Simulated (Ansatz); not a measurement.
**One shape, several levels: SiN2H5OF (SMILES N[Si](N)(O)F)**

Aim: a comparison of 4 runs (HF/3-21G, HF/cc-pVDZ, BHLYP/cc-pVDZ, r2SCAN0/cc-pVDZ) of SiN2H5OF. 

Program for the calculation: Ansatz 0.2.0.

122 further runs of the same task are left out: 122 set aside as unsound or not needed. Runs told in other sessions of the task aren't counted.

## 1. Starting point

SiN2H5OF has 10 atoms, charge 0, and is taken as a singlet. SMILES: `N[Si](N)(O)F`. The O4–H10 distance was set to 2.107 Å, away from the relaxed value. At this shape a bond of the SMILES string is far longer than usual.

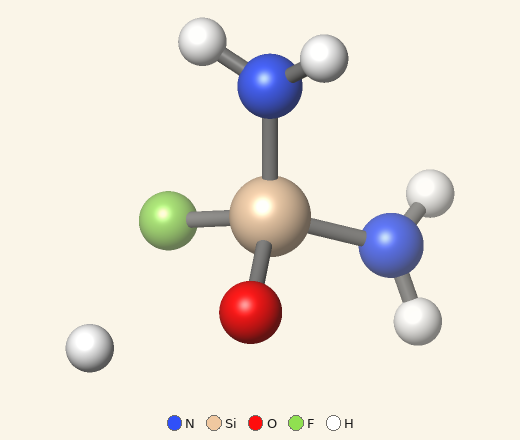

The structure, seen from a chosen angle (nitrogen blue, silicon light orange, oxygen red, fluorine green, hydrogen white).

## 2. The energy at HF/3-21G (run 1)

run.yaml

```yaml
crystal:
  periodic: [false, false, false]
  atoms:
    - symbol: "N"
      position_ang: [-0.893180, 2.332434, 0.601386]
    - symbol: Si
      position_ang: [-0.413980, 0.740634, 0.327886]
    - symbol: N
      position_ang: [-0.966080, -0.228066, 1.603986]
    - symbol: O
      position_ang: [1.193620, 0.859634, 0.041086]
    - symbol: F
      position_ang: [-1.031280, 0.009934, -0.960414]
    - symbol: H
      position_ang: [-1.805680, 2.560134, 0.953486]
    - symbol: H
      position_ang: [-0.430780, 3.109034, 0.162086]
    - symbol: H
      position_ang: [-1.218580, -1.190066, 1.457286]
    - symbol: H
      position_ang: [-0.716280, -0.036666, 2.558686]
    - symbol: H
      position_ang: [2.068800, -0.674900, -1.106900]
basis:
  gaussian:
    orbitals: 3-21G.json
accuracy: high
magnetization:
  spin_polarized: false
output: {orbitals: {seedname: orbitals}}
total_charge: 0
hamiltonian:
  xc: hf
```

The basis set 3-21G is read from a file made from the Basis Set Exchange's data (not shown).

Command:

```sh
$ ansatz run run.yaml --threads 1 --pin off --max-ram 3480MiB --events-out events.jsonl --progress --plain --runs-dir runs
```

The log of the run:

```text
Warning: RAYON_NUM_THREADS=1 ignored (pool sized by the plan → 1); use --threads N
Functional definition: HF
  name "HF"
  exchange = exact_x
  correlation = 0
1387 factors; integrals over basis functions are off by at most 8.9e-9 eV
mean field evaluation 1: about -15554.4398 eV, gradient 5.6e1 eV
mean field evaluation 2: about -15554.7228 eV, gradient 5.7e1 eV
mean field evaluation 4: about -15562.1418 eV, gradient 9.0e0 eV
mean field evaluation 8: about -15562.4234 eV, gradient 1.5e0 eV
mean field evaluation 16: about -15562.4306 eV, gradient 1.6e-8 eV
mean field -15562.43060915 eV, -571.9087762921 hartree, gradient 2.0e-8 eV, S^2 0.000000; 0 other end points of the search recorded, 0 dependent functions left out
reference -15562.43060915 eV, -571.9087762921 hartree; 25, 25 occupied and 34, 34 virtual orbitals, 1387 factors
Total energy: -15562.43060915 eV, -571.9087762921 hartree
```

Run time: 0.99 s. Hardware: 1 thread of Arm Neoverse V2, shared host; peak memory 0.14 GiB.

## 3. The energy at HF/cc-pVDZ (run 2)

molecule.yaml

```yaml
crystal:
  periodic: [false, false, false]
  atoms:
    - symbol: "N"
      position_ang: [-0.893180, 2.332434, 0.601386]
    - symbol: Si
      position_ang: [-0.413980, 0.740634, 0.327886]
    - symbol: N
      position_ang: [-0.966080, -0.228066, 1.603986]
    - symbol: O
      position_ang: [1.193620, 0.859634, 0.041086]
    - symbol: F
      position_ang: [-1.031280, 0.009934, -0.960414]
    - symbol: H
      position_ang: [-1.805680, 2.560134, 0.953486]
    - symbol: H
      position_ang: [-0.430780, 3.109034, 0.162086]
    - symbol: H
      position_ang: [-1.218580, -1.190066, 1.457286]
    - symbol: H
      position_ang: [-0.716280, -0.036666, 2.558686]
    - symbol: H
      position_ang: [2.068800, -0.674900, -1.106900]
basis:
  gaussian:
    orbitals: cc-pVDZ
total_charge: 0
hamiltonian:
  xc: hf
accuracy: high
output: {orbitals: {seedname: orbitals}}
```

Command:

```sh
$ ansatz run molecule.yaml --threads 1 --pin off --max-ram 3480MiB --events-out events.jsonl --progress --plain --runs-dir runs
```

The log of the run:

```text
Warning: RAYON_NUM_THREADS=1 ignored (pool sized by the plan → 1); use --threads N
[... 4 set-up lines as earlier in the session ...]
2289 factors; integrals over basis functions are off by at most 3.8e-9 eV
mean field evaluation 1: about -15637.8530 eV, gradient 5.8e1 eV
mean field evaluation 2: about -15637.9375 eV, gradient 5.8e1 eV
mean field evaluation 4: about -15645.7561 eV, gradient 1.0e1 eV
mean field evaluation 8: about -15646.1231 eV, gradient 4.6e-1 eV
mean field evaluation 16: about -15646.1294 eV, gradient 1.7e-7 eV
mean field -15646.12944500 eV, -574.9846517764 hartree, gradient 1.8e-8 eV, S^2 0.000000; 0 other end points of the search recorded, 0 dependent functions left out
reference -15646.12944500 eV, -574.9846517764 hartree; 25, 25 occupied and 74, 74 virtual orbitals, 2289 factors
Total energy: -15646.12944500 eV, -574.9846517764 hartree
```

Wall time 4.8 s (1 thread of Arm Neoverse V2, shared host); peak memory 0.31 GiB.

Run 3 isn't shown in full; the table further down has it.

## 4. The energy at r2SCAN0/cc-pVDZ (run 4)

job.yaml

```yaml
crystal:
  periodic: [false, false, false]
  atoms:
    - symbol: N
      position_ang: [-0.893180, 2.332434, 0.601386]
    - symbol: Si
      position_ang: [-0.413980, 0.740634, 0.327886]
    - symbol: "N"
      position_ang: [-0.966080, -0.228066, 1.603986]
    - symbol: O
      position_ang: [1.193620, 0.859634, 0.041086]
    - symbol: F
      position_ang: [-1.031280, 0.009934, -0.960414]
    - symbol: H
      position_ang: [-1.805680, 2.560134, 0.953486]
    - symbol: H
      position_ang: [-0.430780, 3.109034, 0.162086]
    - symbol: H
      position_ang: [-1.218580, -1.190066, 1.457286]
    - symbol: H
      position_ang: [-0.716280, -0.036666, 2.558686]
    - symbol: H
      position_ang: [2.068800, -0.674900, -1.106900]
basis:
  gaussian: {orbitals: cc-pVDZ}
hamiltonian: {xc: {name: r2SCAN0}}
accuracy: high
output: {orbitals: {seedname: orbitals}}
```

Command:

```sh
$ ansatz run job.yaml --threads 1 --pin off --max-ram 3480MiB --events-out events.jsonl --progress --plain --runs-dir runs
```

The log of the run:

```text
Warning: RAYON_NUM_THREADS=1 ignored (pool sized by the plan → 1); use --threads N
Functional definition: r2SCAN0
  name "r2SCAN0"
  parameter a = 0.25
  parameter k0 = 0.174
  parameter k1 = 0.065
  parameter a1 = 4.9479
  exchange = (1 - a)*r2scan_x(k0 = k0, k1 = k1, a1 = a1) + a*exact_x
  correlation = r2scan_c
2289 factors; integrals over basis functions are off by at most 3.8e-9 eV
mean field evaluation 1: about -15680.1570 eV, gradient 8.5e1 eV
mean field evaluation 2: about -15651.4526 eV, gradient 1.3e2 eV
mean field evaluation 4: about -15695.9874 eV, gradient 1.1e1 eV
mean field evaluation 8: about -15696.2100 eV, gradient 1.4e0 eV
mean field evaluation 16: about -15696.4413 eV, gradient 2.5e-3 eV
mean field evaluation 32: about -15696.4413 eV, gradient 8.5e-8 eV
mean field -15696.44127456 eV, -576.8335774100 hartree, gradient 8.5e-8 eV, S^2 0.000000; 0 other end points of the search recorded, 0 dependent functions left out
reference -15696.44127524 eV, -576.8335774351 hartree; 25, 25 occupied and 74, 74 virtual orbitals, 2289 factors
Total energy: -15696.44127524 eV, -576.8335774351 hartree
```

Run time: 25 s. Hardware: 1 thread of Arm Neoverse V2, shared host; peak memory 0.43 GiB.

## 5. Overview of the runs

| run | level | energy (Eh) | HOMO energy (eV) | LUMO energy (eV) | HOMO–LUMO gap (eV) | wall time |
| --- | --- | --- | --- | --- | --- | --- |
| 1 | HF/3-21G | -571.908776 | -10.76 | -1.10 | 9.66 | 0.99 s |
| 2 | HF/cc-pVDZ | -574.984652 | -10.92 | -1.65 | 9.27 | 4.8 s |
| 3 | BHLYP/cc-pVDZ | -576.890619 | -8.65 | -4.05 | 4.60 | 15 s |
| 4 | r2SCAN0/cc-pVDZ | -576.833577 | -7.42 | -4.94 | 2.49 | 25 s |

## 6. What came out

```
            quantity          value
 run 4: total energy  -576.83358 Eh
  run 4: HOMO energy       -7.42 eV
  run 4: LUMO energy       -4.94 eV
run 4: HOMO–LUMO gap        2.49 eV
```

What this shows: The HOMO–LUMO gap runs from 2.49 eV (r2SCAN0/cc-pVDZ) to 9.66 eV (HF/3-21G). The two ends differ in method and basis. Totals of different functionals can't be ranked against each other. In all runs a closed-shell determinant meets a far-stretched bond; if it breaks into open shells, such a determinant describes it badly, and no broken-symmetry solution was shown. All runs together took 46 s, the longest 25 s.
